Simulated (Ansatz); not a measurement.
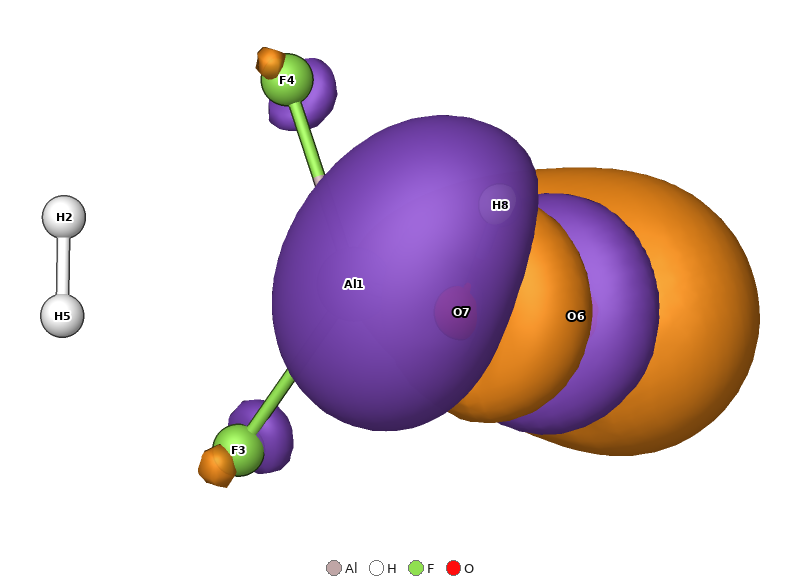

Figure. AlF2HO2···H2. The LUMO at ±0.1 Å⁻³ᐟ² (orange and purple are the two phases), seen from one side.

The product side of a reaction path; geometry: PBE0-D4/def2-TZVP.

Theory: RKS PBE0-D4/def2-TZVPP in Ansatz.

Input file:

```
crystal:
  periodic: [false, false, false]
  atoms:
    - {symbol: Al, position_ang: [-0.439615, 0.627145, -0.430219]}
    - {symbol: H, position_ang: [-0.665406, -1.879563, 0.613836]}
    - {symbol: F, position_ang: [-0.874512, -0.063823, -1.847569]}
    - {symbol: F, position_ang: [-1.498033, 0.653264, 0.824667]}
    - {symbol: H, position_ang: [-0.316614, -2.091396, -0.014261]}
    - {symbol: O, position_ang: [0.915264, 1.744851, -0.377192]}
    - {symbol: O, position_ang: [1.349371, 0.412296, 0.149044]}
    - {symbol: H, position_ang: [1.529645, 0.597326, 1.081794]}
basis:
  gaussian: {orbitals: def2-TZVPP}
hamiltonian: {xc: pbe0, dispersion: d4}
output: {orbitals: {seedname: orbitals}}
```

Launched as:

```sh
ansatz run in.yaml --threads 4 --pin off --events-out ev --progress --plain --max-ram 9574MiB
```

Describe this orbital and give its energy.

Answer. Its weight (Hirshfeld) is mainly on O6 (about 45 %), O7 (about 35 %) and H8 (about 5 %). Its energy is −1.36 eV.
